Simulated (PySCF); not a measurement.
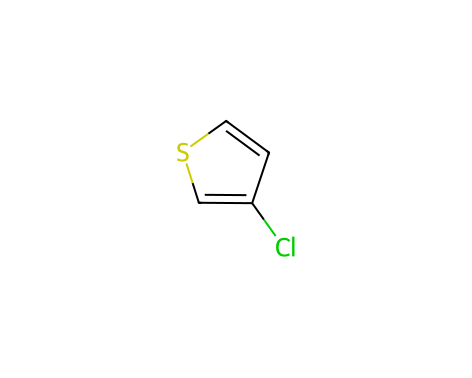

**Write the SMILES.**

Clc1ccsc1

**Give the formula, hydrogens included.**

C4H3ClS.

**An optimisation with PBE0-D3(BJ)/def2-SVP gave a structure of which point group?**

Cs.

The parts below concern this one geometry. Atoms keep their numbers from picture to picture. The geometry was computed by an optimisation with PBE0-D3(BJ)/def2-SVP. No frequency run is at hand to confirm it as a minimum.

**NMR shielding**

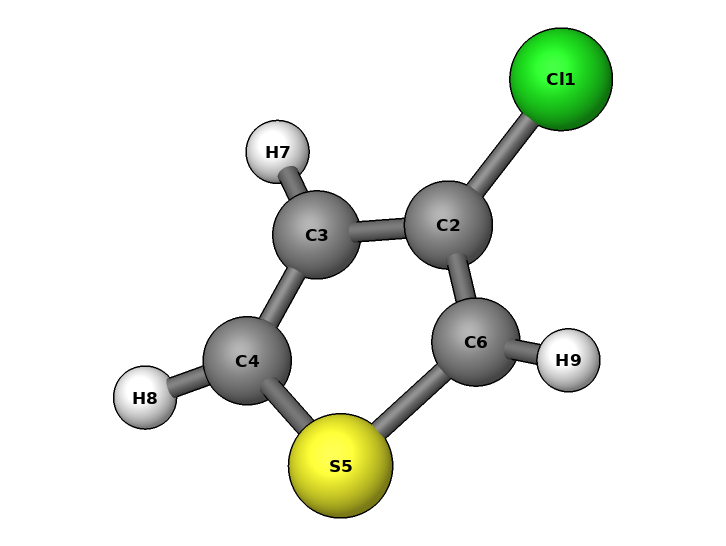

No frequency run is at hand to confirm it as a minimum. Method: GIAO PBE0/pcSseg-1 NMR shielding, non-relativistic, gas phase (PySCF 2.14.0). Principal shieldings σ11 ≤ σ22 ≤ σ33, span Ω = σ33 − σ11, skew κ = 3(σiso − σ22)/Ω.

**Which C atom has the most anisotropic shielding?**

C4, with a span of 188 ppm.

Give the shielding tensors of the C atoms.

```csv
atom,σ11,σ22,σ33,σiso,Ω,κ
C2,−30.6,66.2,108.1,47.9,138.7,−0.39
C3,−28.6,42.9,139.2,51.2,167.8,0.15
C4,−39.9,46.1,148.4,51.5,188.3,0.09
C6,−27.3,58.2,139.2,56.7,166.5,−0.03
```

Shieldings and span in ppm.

**Ring current**

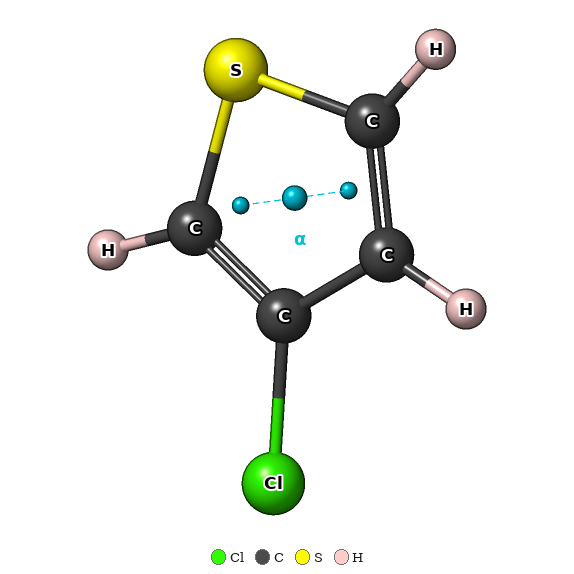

The small points mark where nucleus-independent chemical shifts (NICS) were computed: at the centre of each lettered ring and 1 Å above and below it. No frequency run is at hand to confirm it as a minimum. Properties computed with GIAO PBE0/pcSseg-1 NMR shielding, non-relativistic, gas phase (PySCF 2.14.0).

Give NICS(0), NICS(1) and the out-of-plane component NICS(1)zz for each ring (means of the two sides).

```
ring  members  NICS(0)  NICS(1)  NICS(1)zz
   α      C4S    −13.5    −11.2      −26.2
```

Values in ppm.

**What do the values say about the ring currents?**

Ring α: diatropic, as in an aromatic ring. NICS is one index among several.

**Dipole moment**

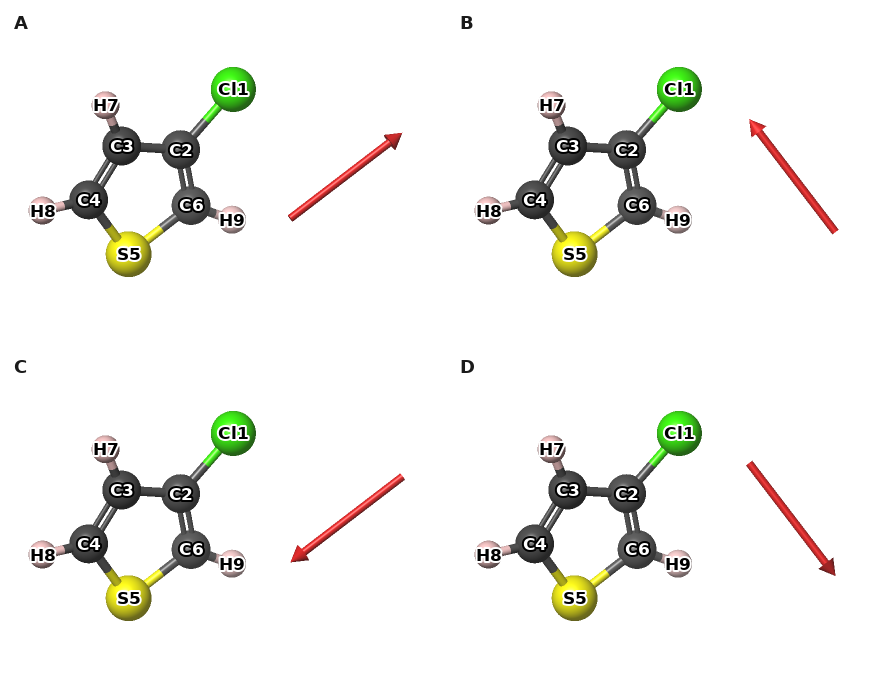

The same molecule four times, each with an arrow. No frequency run is at hand to confirm it as a minimum. Method: PBE0/pcSseg-1, gas phase (PySCF 2.14.0).

**Which arrow points along the dipole moment, from the negative to the positive end?**

C. The dipole moment is 1.35 D; it points from the side of Cl1 to the side of H8 (the outermost atoms at the two ends).

**Charges**

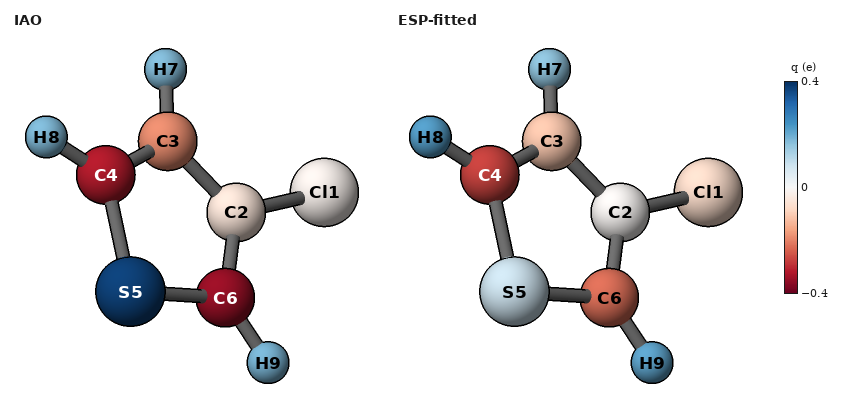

Atomic charges of one calculation by 2 schemes, on one colour scale. No frequency run is at hand to confirm it as a minimum. Level of theory: PBE0/pcSseg-1 (PySCF 2.14.0).

**Which scheme gives the most polar picture (largest mean size of the charges)?**

The IAO charges are the largest in size here.

**On which atom do the schemes disagree most?**

On S5 (from 0.08 to 0.37 e).

List the charges (e), one line for each set of equivalent atoms.

| atom | IAO | ESP-fitted |
| --- | --- | --- |
| Cl1 | −0.02 | −0.07 |
| C2 | −0.05 | −0.01 |
| C3 | −0.19 | −0.11 |
| C4 | −0.31 | −0.27 |
| S5 | 0.37 | 0.08 |
| C6 | −0.34 | −0.22 |
| H7 | 0.17 | 0.16 |
| H8 | 0.18 | 0.22 |
| H9 | 0.18 | 0.21 |
